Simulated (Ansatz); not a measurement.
# TaBO (quintet): geometry and frequencies at several levels

Aim: geometry and frequencies at several levels, for TaBO (quintet), with the cost of each level. Spin multiplicity 5.

Computed with Ansatz 0.2.0 (the levels named in each step, unless a step's input says otherwise).

## (1) Starting point

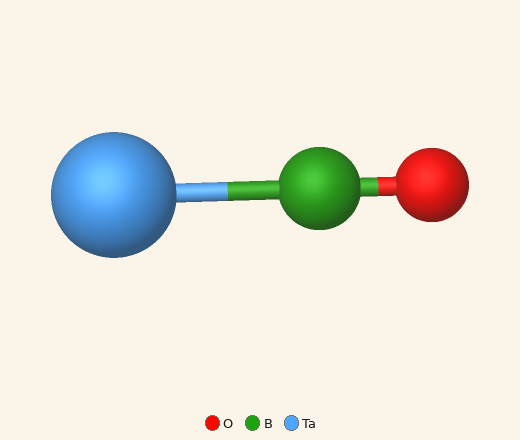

The starting structure, seen from a chosen angle (oxygen red, boron green, tantalum blue).

Structure file:

```xyz
3

O     0.0000    0.0000   -1.5124
B     0.0000    0.0000   -0.3281
Ta    0.0000    0.0000    1.8404
```

## (2) A rough first relaxation, PBE-D4/def2-SVP

This run stands in another session on the same molecule. It ended at:

```xyz
3

O     0.0000    0.0000   -1.5566
B     0.0000    0.0000   -0.3254
Ta    0.0000    0.0000    1.8820
```

## (3) Relaxation, PBE0-D4/def2-TZVPP

input.yaml reads:

```yaml
crystal:
  periodic: [false, false, false]
  atoms:
    - { symbol: O, position_ang: [0.0, 0.0, -1.55659482] }
    - { symbol: B, position_ang: [0.0, 0.0, -0.32536307] }
    - { symbol: Ta, position_ang: [0.0, 0.0, 1.88195789] }
magnetization:
  spin_polarized: true
  initial_magnetization: 4
basis:
  gaussian: { orbitals: def2-TZVPP }
hamiltonian:
  xc: pbe0
  dispersion: d4
relax:
  f_tol: 0.002
  max_steps: 150
```

The run is started by

```
ansatz run input.yaml --threads 2 --pin off --max-ram 5120MiB --backend cpu --events-out ev --progress --plain --runs-dir out
```

Output, shortened:

```text
Warning: RAYON_NUM_THREADS=2 ignored (pool sized by the plan → 2); use --threads N
[...]
Functional definition: PBE0
[...]
728 factors; their error is unknown
[...]
mean field -4269.45578223 eV, -156.8996060560 hartree, gradient 1.4e-5 eV, S^2 6.008586; 3 other end points of the search recorded, 0 dependent functions left out
[...]
reference -4269.45581155 eV, -156.8996071332 hartree; 15, 11 occupied and 103, 107 virtual orbitals, 728 factors
relax step   1: F+E_penalty+E_count = -4269.51470110 eV  Δ(F+E_penalty+E_count) = +0.000e0 eV  max|allowed force component| = 1.464e0 eV/Å  Δτ_max = 0.0000 Å  (91 SCF iters, accepted)
[...]
relax step   3: F+E_penalty+E_count = -4269.52733263 eV  Δ(F+E_penalty+E_count) = -4.665e-4 eV  max|allowed force component| = 2.394e-2 eV/Å  Δτ_max = 0.0029 Å  (59 SCF iters, accepted)
[...]
relax step   4: F+E_penalty+E_count = -4269.52734024 eV  Δ(F+E_penalty+E_count) = -7.606e-6 eV  max|allowed force component| = 1.265e-3 eV/Å  Δτ_max = 0.0008 Å  (61 SCF iters, accepted)
728 factors; their error is unknown
[...]
mean field -4269.46829659 eV, -156.9000659500 hartree, gradient 1.2e-5 eV, S^2 6.008438; 3 other end points of the search recorded, 0 dependent functions left out
[...]
reference -4269.46832598 eV, -156.9000670303 hartree; 15, 11 occupied and 103, 107 virtual orbitals, 728 factors
Total energy: -4269.52736963 eV, -156.9022368444 hartree
Atom 0 at    -0.000000    -0.000000    -1.550952 Å, force     0.000000     0.000000    -0.000241 eV/Å
Atom 1 at     0.000000     0.000000    -0.336728 Å, force    -0.000000    -0.000000     0.001265 eV/Å
Atom 2 at    -0.000000    -0.000000     1.887680 Å, force     0.000000     0.000000    -0.001024 eV/Å
Dipole moment:     0.000000     0.000000     1.391501 e Å
```

Wall time 20 s (2 threads of Intel Xeon Platinum 8488C (Sapphire Rapids), shared host); peak memory 0.3 GiB.

Relaxation path:

```
step  energy from step 1 (eV)  largest force component (eV/Å)
   1                   0.0000                          1.4636
   2                  -0.0122                          0.2792
   3                  -0.0126                          0.0239
   4                  -0.0126                          0.0013
```

Step 1 is the start.

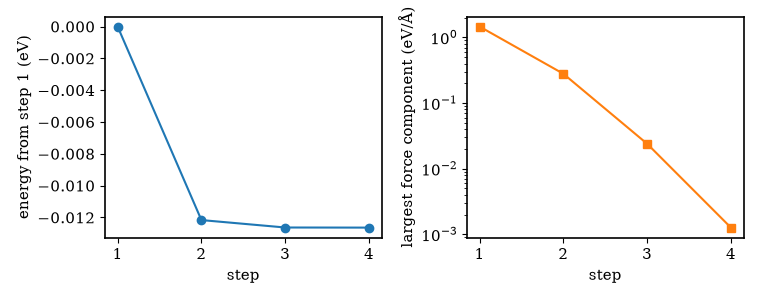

Energy and largest force along the relaxation.

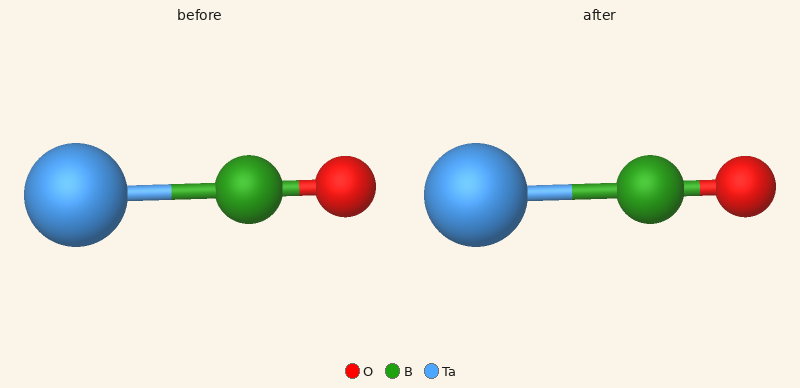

The structure before (left) and after (right) the relaxation, drawn at the same scale. The change is too small to see at this scale.

Before: Bond lengths: O1–B2 1.231 Å, B2–Ta3 2.207 Å. Angles: O1–B2–Ta3 180.0°.

After: Bond lengths: O1–B2 1.214 Å, B2–Ta3 2.224 Å. Angles: O1–B2–Ta3 180.0°.

## (4) Frequencies, PBE0-D4/def2-TZVPP

input.yaml reads:

```yaml
crystal:
  periodic: [false, false, false]
  atoms:
    - { symbol: O, position_ang: [0.0, 0.0, -1.55095162] }
    - { symbol: B, position_ang: [0.0, 0.0, -0.3367282] }
    - { symbol: Ta, position_ang: [0.0, 0.0, 1.88767982] }
magnetization:
  spin_polarized: true
  initial_magnetization: 4
basis:
  gaussian: { orbitals: def2-TZVPP }
hamiltonian:
  xc: pbe0
  dispersion: d4
phonons: {}
```

The run is started by

```
ansatz run input.yaml --threads 2 --pin off --max-ram 5120MiB --backend cpu --events-out ev --progress --plain --runs-dir out
```

Output, shortened:

```text
Warning: RAYON_NUM_THREADS=2 ignored (pool sized by the plan → 2); use --threads N
[...]
[... 1 set-up line as earlier in the session ...]
[...]
728 factors; their error is unknown
[...]
mean field -4269.46829659 eV, -156.9000659500 hartree, gradient 1.3e-5 eV, S^2 6.008438; 2 other end points of the search recorded, 0 dependent functions left out
[...]
reference -4269.46832598 eV, -156.9000670303 hartree; 15, 11 occupied and 103, 107 virtual orbitals, 728 factors
[...]
728 factors; their error is unknown
mean field -4269.46829380 eV, -156.9000658475 hartree, gradient 2.7e-6 eV, S^2 6.008438; 0 other end points of the search recorded, 0 dependent functions left out
[...]
reference -4269.46832319 eV, -156.9000669277 hartree; 15, 11 occupied and 103, 107 virtual orbitals, 728 factors
[...]
728 factors; their error is unknown
[...]
mean field -4269.46825523 eV, -156.9000644302 hartree, gradient 1.8e-6 eV, S^2 6.008444; 0 other end points of the search recorded, 0 dependent functions left out
[...]
reference -4269.46828463 eV, -156.9000655105 hartree; 15, 11 occupied and 103, 107 virtual orbitals, 728 factors
[...]
728 factors; their error is unknown
mean field -4269.46827279 eV, -156.9000650756 hartree, gradient 2.1e-6 eV, S^2 6.008431; 0 other end points of the search recorded, 0 dependent functions left out
[...]
reference -4269.46830218 eV, -156.9000661557 hartree; 15, 11 occupied and 103, 107 virtual orbitals, 728 factors
Total energy: -4269.52736963 eV, -156.9022368444 hartree
Atom 0 at     0.000000     0.000000    -1.550952 Å, force     0.000000     0.000000    -0.000242 eV/Å
Atom 1 at     0.000000     0.000000    -0.336728 Å, force    -0.000000    -0.000000     0.001266 eV/Å
Atom 2 at     0.000000     0.000000     1.887680 Å, force     0.000000     0.000000    -0.001024 eV/Å
Dipole moment:    -0.000000     0.000000     1.391500 e Å
Vibrations: 263.37 263.37 344.57 1894.59 cm⁻¹, zero-point energy 0.171464 eV
```

It took 29 s on 2 threads of Intel Xeon Platinum 8488C (Sapphire Rapids), shared host; peak memory 0.3 GiB.

Harmonic frequencies (cm⁻¹; negative: imaginary): 263, 263, 345, 1895.

## (5) Relaxation, PBE-D4/def2-TZVPP

input.yaml: that of step 4 with these lines changed.

```diff
@@ -12,4 +12,6 @@
 hamiltonian:
-  xc: pbe0
+  xc: pbe
   dispersion: d4
-phonons: {}
+relax:
+  f_tol: 0.002
+  max_steps: 150
```

The run is started by

```
ansatz run input.yaml --threads 2 --pin off --max-ram 5120MiB --backend cpu --events-out ev --progress --plain --runs-dir out
```

Output, shortened:

```text
Warning: RAYON_NUM_THREADS=2 ignored (pool sized by the plan → 2); use --threads N
[...]
Functional definition: PBE
[...]
657 factors; their error is unknown
[...]
mean field -4270.54801182 eV, -156.9397447529 hartree, gradient 1.3e-5 eV, S^2 6.006894; 9 other end points of the search recorded, 0 dependent functions left out
[...]
reference -4270.54805055 eV, -156.9397461762 hartree; 15, 11 occupied and 103, 107 virtual orbitals, 657 factors
relax step   1: F+E_penalty+E_count = -4270.61777005 eV  Δ(F+E_penalty+E_count) = +0.000e0 eV  max|allowed force component| = 1.388e0 eV/Å  Δτ_max = 0.0000 Å  (218 SCF iters, accepted)
[...]
relax step   3: F+E_penalty+E_count = -4270.62917030 eV  Δ(F+E_penalty+E_count) = -6.003e-4 eV  max|allowed force component| = 1.489e-2 eV/Å  Δτ_max = 0.0038 Å  (42 SCF iters, accepted)
[...]
relax step   4: F+E_penalty+E_count = -4270.62917878 eV  Δ(F+E_penalty+E_count) = -8.480e-6 eV  max|allowed force component| = 5.485e-4 eV/Å  Δτ_max = 0.0008 Å  (43 SCF iters, accepted)
657 factors; their error is unknown
[...]
mean field -4270.55954639 eV, -156.9401686407 hartree, gradient 1.7e-5 eV, S^2 6.006766; 10 other end points of the search recorded, 0 dependent functions left out
[...]
reference -4270.55958498 eV, -156.9401700587 hartree; 15, 11 occupied and 103, 107 virtual orbitals, 657 factors
Total energy: -4270.62921736 eV, -156.9427290016 hartree
Atom 0 at    -0.000000     0.000000    -1.554058 Å, force     0.000000     0.000000     0.000291 eV/Å
Atom 1 at     0.000000    -0.000000    -0.324088 Å, force    -0.000000    -0.000000    -0.000547 eV/Å
Atom 2 at    -0.000000     0.000000     1.878146 Å, force     0.000000     0.000000     0.000256 eV/Å
Dipole moment:     0.000000     0.000000     1.320457 e Å
```

Wall time 20 s (2 threads of Intel Xeon Platinum 8488C (Sapphire Rapids), shared host); peak memory 0.26 GiB.

The steps of the relaxation:

| step | energy from step 1 (eV) | largest force component (eV/Å) |
| --- | --- | --- |
| 1 | 0.0000 | 1.3880 |
| 2 | -0.0108 | 0.2978 |
| 3 | -0.0114 | 0.0149 |
| 4 | -0.0114 | 0.0005 |

Step 1 is the start.

Before: Bond lengths: O1–B2 1.214 Å, B2–Ta3 2.224 Å. Angles: O1–B2–Ta3 180.0°.

After: Bond lengths: O1–B2 1.230 Å, B2–Ta3 2.202 Å. Angles: O1–B2–Ta3 180.0°.

## (6) Frequencies, PBE-D4/def2-TZVPP

input.yaml reads:

```yaml
crystal:
  periodic: [false, false, false]
  atoms:
    - { symbol: O, position_ang: [0.0, 0.0, -1.55405814] }
    - { symbol: B, position_ang: [0.0, 0.0, -0.32408809] }
    - { symbol: Ta, position_ang: [0.0, 0.0, 1.87814623] }
magnetization:
  spin_polarized: true
  initial_magnetization: 4
basis:
  gaussian: { orbitals: def2-TZVPP }
hamiltonian:
  xc: pbe
  dispersion: d4
phonons: {}
```

The run is started by

```
ansatz run input.yaml --threads 2 --pin off --max-ram 5120MiB --backend cpu --events-out ev --progress --plain --runs-dir out
```

Output, shortened:

```text
Warning: RAYON_NUM_THREADS=2 ignored (pool sized by the plan → 2); use --threads N
[...]
[... 1 set-up line as earlier in the session ...]
[...]
657 factors; their error is unknown
[...]
mean field -4270.55954639 eV, -156.9401686407 hartree, gradient 9.3e-6 eV, S^2 6.006766; 9 other end points of the search recorded, 0 dependent functions left out
[...]
reference -4270.55958498 eV, -156.9401700587 hartree; 15, 11 occupied and 103, 107 virtual orbitals, 657 factors
[...]
657 factors; their error is unknown
[...]
mean field -4270.55954377 eV, -156.9401685443 hartree, gradient 2.9e-6 eV, S^2 6.006766; 0 other end points of the search recorded, 0 dependent functions left out
[...]
reference -4270.55958236 eV, -156.9401699623 hartree; 15, 11 occupied and 103, 107 virtual orbitals, 657 factors
[...]
657 factors; their error is unknown
[...]
mean field -4270.55951609 eV, -156.9401675270 hartree, gradient 1.9e-6 eV, S^2 6.006786; 0 other end points of the search recorded, 0 dependent functions left out
[...]
reference -4270.55955468 eV, -156.9401689452 hartree; 15, 11 occupied and 103, 107 virtual orbitals, 657 factors
[...]
657 factors; their error is unknown
[...]
mean field -4270.55950945 eV, -156.9401672832 hartree, gradient 2.1e-6 eV, S^2 6.006745; 0 other end points of the search recorded, 0 dependent functions left out
[...]
reference -4270.55954803 eV, -156.9401687010 hartree; 15, 11 occupied and 103, 107 virtual orbitals, 657 factors
Total energy: -4270.62921736 eV, -156.9427290016 hartree
Atom 0 at     0.000000     0.000000    -1.554058 Å, force     0.000000     0.000000     0.000293 eV/Å
Atom 1 at     0.000000     0.000000    -0.324088 Å, force    -0.000000    -0.000000    -0.000549 eV/Å
Atom 2 at     0.000000     0.000000     1.878146 Å, force     0.000000     0.000000     0.000256 eV/Å
Dipole moment:     0.000000    -0.000000     1.320458 e Å
Vibrations: 257.10 257.10 350.10 1792.82 cm⁻¹, zero-point energy 0.164720 eV
```

It took 25 s on 2 threads of Intel Xeon Platinum 8488C (Sapphire Rapids), shared host; peak memory 0.26 GiB.

Harmonic frequencies (cm⁻¹; negative: imaginary): 257, 257, 350, 1793.

## (7) Relaxation, r2SCAN-D4/def2-TZVPP

input.yaml reads:

```yaml
crystal:
  periodic: [false, false, false]
  atoms:
    - { symbol: O, position_ang: [0.0, 0.0, -1.55095162] }
    - { symbol: B, position_ang: [0.0, 0.0, -0.3367282] }
    - { symbol: Ta, position_ang: [0.0, 0.0, 1.88767982] }
magnetization:
  spin_polarized: true
  initial_magnetization: 4
basis:
  gaussian: { orbitals: def2-TZVPP }
hamiltonian:
  xc: r2scan
  dispersion: d4
relax:
  f_tol: 0.002
  max_steps: 150
```

The run is started by

```
ansatz run input.yaml --threads 2 --pin off --max-ram 5120MiB --backend cpu --events-out ev --progress --plain --runs-dir out
```

Output, shortened:

```text
Warning: RAYON_NUM_THREADS=2 ignored (pool sized by the plan → 2); use --threads N
[...]
Functional definition: r2SCAN
[...]
657 factors; their error is unknown
[...]
mean field -4272.38674481 eV, -157.0073169440 hartree, gradient 5.2e-6 eV, S^2 6.012679; 8 other end points of the search recorded, 0 dependent functions left out
[...]
reference -4272.38676314 eV, -157.0073176178 hartree; 15, 11 occupied and 103, 107 virtual orbitals, 657 factors
relax step   1: F+E_penalty+E_count = -4272.40024612 eV  Δ(F+E_penalty+E_count) = +0.000e0 eV  max|allowed force component| = 5.434e-1 eV/Å  Δτ_max = 0.0000 Å  (355 SCF iters, accepted)
[...]
relax step   3: F+E_penalty+E_count = -4272.40193297 eV  Δ(F+E_penalty+E_count) = -6.653e-5 eV  max|allowed force component| = 2.633e-3 eV/Å  Δτ_max = 0.0009 Å  (38 SCF iters, accepted)
[...]
relax step   4: F+E_penalty+E_count = -4272.40193329 eV  Δ(F+E_penalty+E_count) = -3.103e-7 eV  max|allowed force component| = 7.257e-4 eV/Å  Δτ_max = 0.0002 Å  (50 SCF iters, accepted)
657 factors; their error is unknown
[...]
mean field -4272.38844103 eV, -157.0073792789 hartree, gradient 1.4e-5 eV, S^2 6.012700; 11 other end points of the search recorded, 0 dependent functions left out
[...]
reference -4272.38845935 eV, -157.0073799522 hartree; 15, 11 occupied and 103, 107 virtual orbitals, 657 factors
Total energy: -4272.40195161 eV, -157.0078757836 hartree
Atom 0 at    -0.000000     0.000000    -1.553706 Å, force     0.000000    -0.000000     0.000020 eV/Å
Atom 1 at     0.000000    -0.000000    -0.333110 Å, force    -0.000000     0.000000    -0.000725 eV/Å
Atom 2 at    -0.000000     0.000000     1.886816 Å, force     0.000000    -0.000000     0.000705 eV/Å
Dipole moment:     0.000000    -0.000000     1.352143 e Å
```

Wall time 44 s (2 threads of Intel Xeon Platinum 8488C (Sapphire Rapids), shared host); peak memory 0.31 GiB.

The steps of the relaxation:

| step | energy from step 1 (eV) | largest force component (eV/Å) |
| --- | --- | --- |
| 1 | 0.0000 | 0.5434 |
| 2 | -0.0016 | 0.1034 |
| 3 | -0.0017 | 0.0026 |
| 4 | -0.0017 | 0.0007 |

Step 1 is the start.

Before: Bond lengths: O1–B2 1.214 Å, B2–Ta3 2.224 Å. Angles: O1–B2–Ta3 180.0°.

After: Bond lengths: O1–B2 1.221 Å, B2–Ta3 2.220 Å. Angles: O1–B2–Ta3 180.0°.

## (8) Frequencies, r2SCAN-D4/def2-TZVPP

input.yaml reads:

```yaml
crystal:
  periodic: [false, false, false]
  atoms:
    - { symbol: O, position_ang: [0.0, 0.0, -1.55370592] }
    - { symbol: B, position_ang: [0.0, 0.0, -0.33310995] }
    - { symbol: Ta, position_ang: [0.0, 0.0, 1.88681587] }
magnetization:
  spin_polarized: true
  initial_magnetization: 4
basis:
  gaussian: { orbitals: def2-TZVPP }
hamiltonian:
  xc: r2scan
  dispersion: d4
phonons: {}
```

The run is started by

```
ansatz run input.yaml --threads 2 --pin off --max-ram 5120MiB --backend cpu --events-out ev --progress --plain --runs-dir out
```

Output, shortened:

```text
Warning: RAYON_NUM_THREADS=2 ignored (pool sized by the plan → 2); use --threads N
[...]
[... 1 set-up line as earlier in the session ...]
[...]
657 factors; their error is unknown
[...]
mean field -4272.38844103 eV, -157.0073792789 hartree, gradient 5.2e-6 eV, S^2 6.012700; 10 other end points of the search recorded, 0 dependent functions left out
[...]
reference -4272.38845935 eV, -157.0073799523 hartree; 15, 11 occupied and 103, 107 virtual orbitals, 657 factors
[...]
657 factors; their error is unknown
mean field -4272.38843840 eV, -157.0073791823 hartree, gradient 2.0e-6 eV, S^2 6.012700; 0 other end points of the search recorded, 0 dependent functions left out
[...]
reference -4272.38845672 eV, -157.0073798557 hartree; 15, 11 occupied and 103, 107 virtual orbitals, 657 factors
[...]
657 factors; their error is unknown
[...]
657 factors; their error is unknown
mean field -4272.38840713 eV, -157.0073780330 hartree, gradient 1.8e-6 eV, S^2 6.012722; 0 other end points of the search recorded, 0 dependent functions left out
[...]
reference -4272.38842545 eV, -157.0073787065 hartree; 15, 11 occupied and 103, 107 virtual orbitals, 657 factors
[...]
657 factors; their error is unknown
mean field -4272.38840996 eV, -157.0073781371 hartree, gradient 1.8e-6 eV, S^2 6.012678; 0 other end points of the search recorded, 0 dependent functions left out
[...]
reference -4272.38842828 eV, -157.0073788104 hartree; 15, 11 occupied and 103, 107 virtual orbitals, 657 factors
Total energy: -4272.40195161 eV, -157.0078757836 hartree
Atom 0 at     0.000000     0.000000    -1.553706 Å, force     0.000000    -0.000000     0.000020 eV/Å
Atom 1 at     0.000000     0.000000    -0.333110 Å, force    -0.000000     0.000000    -0.000725 eV/Å
Atom 2 at     0.000000     0.000000     1.886816 Å, force     0.000000    -0.000000     0.000706 eV/Å
Dipole moment:     0.000000    -0.000000     1.352143 e Å
Vibrations: 255.83 255.83 344.05 1850.21 cm⁻¹, zero-point energy 0.167746 eV
```

Wall time 47 s (2 threads of Intel Xeon Platinum 8488C (Sapphire Rapids), shared host); peak memory 0.3 GiB.

Harmonic frequencies (cm⁻¹; negative: imaginary): 256, 256, 344, 1850.

## (9) Relaxation, B3LYP-D4/def2-TZVPP

input.yaml reads:

```yaml
crystal:
  periodic: [false, false, false]
  atoms:
    - { symbol: O, position_ang: [0.0, 0.0, -1.55095162] }
    - { symbol: B, position_ang: [0.0, 0.0, -0.3367282] }
    - { symbol: Ta, position_ang: [0.0, 0.0, 1.88767982] }
magnetization:
  spin_polarized: true
  initial_magnetization: 4
basis:
  gaussian: { orbitals: def2-TZVPP }
hamiltonian:
  xc: { name: B3LYP }
  dispersion: d4
relax:
  f_tol: 0.002
  max_steps: 150
```

The run is started by

```
ansatz run input.yaml --threads 2 --pin off --max-ram 5120MiB --backend cpu --events-out ev --progress --plain --runs-dir out
```

Output, shortened:

```text
Warning: RAYON_NUM_THREADS=2 ignored (pool sized by the plan → 2); use --threads N
[...]
Functional definition: B3LYP
[...]
694 factors; their error is unknown
[...]
mean field -4273.46737082 eV, -157.0470292175 hartree, gradient 6.9e-6 eV, S^2 6.005047; 3 other end points of the search recorded, 0 dependent functions left out
[...]
reference -4273.46757080 eV, -157.0470365666 hartree; 15, 11 occupied and 103, 107 virtual orbitals, 694 factors
relax step   1: F+E_penalty+E_count = -4273.58418150 eV  Δ(F+E_penalty+E_count) = +0.000e0 eV  max|allowed force component| = 1.267e-1 eV/Å  Δτ_max = 0.0000 Å  (89 SCF iters, accepted)
[...]
relax step   3: F+E_penalty+E_count = -4273.58487440 eV  Δ(F+E_penalty+E_count) = -4.495e-5 eV  max|allowed force component| = 5.079e-3 eV/Å  Δτ_max = 0.0020 Å  (65 SCF iters, accepted)
[...]
relax step   4: F+E_penalty+E_count = -4273.58487454 eV  Δ(F+E_penalty+E_count) = -1.437e-7 eV  max|allowed force component| = 1.121e-3 eV/Å  Δτ_max = 0.0000 Å  (44 SCF iters, accepted)
694 factors; their error is unknown
[...]
mean field -4273.46806276 eV, -157.0470546458 hartree, gradient 2.2e-6 eV, S^2 6.005041; 3 other end points of the search recorded, 0 dependent functions left out
[...]
reference -4273.46826292 eV, -157.0470620015 hartree; 15, 11 occupied and 103, 107 virtual orbitals, 694 factors
Total energy: -4273.58507470 eV, -157.0513547553 hartree
Atom 0 at    -0.000000    -0.000000    -1.555467 Å, force     0.000000     0.000000    -0.001107 eV/Å
Atom 1 at     0.000000     0.000000    -0.339977 Å, force    -0.000000    -0.000000     0.001121 eV/Å
Atom 2 at    -0.000000    -0.000000     1.895444 Å, force     0.000000     0.000000    -0.000014 eV/Å
Dipole moment:     0.000000    -0.000000     1.368336 e Å
```

Wall time 20 s (2 threads of Intel Xeon Platinum 8488C (Sapphire Rapids), shared host); peak memory 0.29 GiB.

Step by step:

```
step  E - E(step 1) (eV)  largest force component (eV/Å)
   1              0.0000                          0.1267
   2             -0.0006                          0.0295
   3             -0.0007                          0.0051
   4             -0.0007                          0.0011
```

Step 1 is the start.

Before: Bond lengths: O1–B2 1.214 Å, B2–Ta3 2.224 Å. Angles: O1–B2–Ta3 180.0°.

After: Bond lengths: O1–B2 1.215 Å, B2–Ta3 2.235 Å. Angles: O1–B2–Ta3 180.0°.

(Part 1 of 2 ends here.)
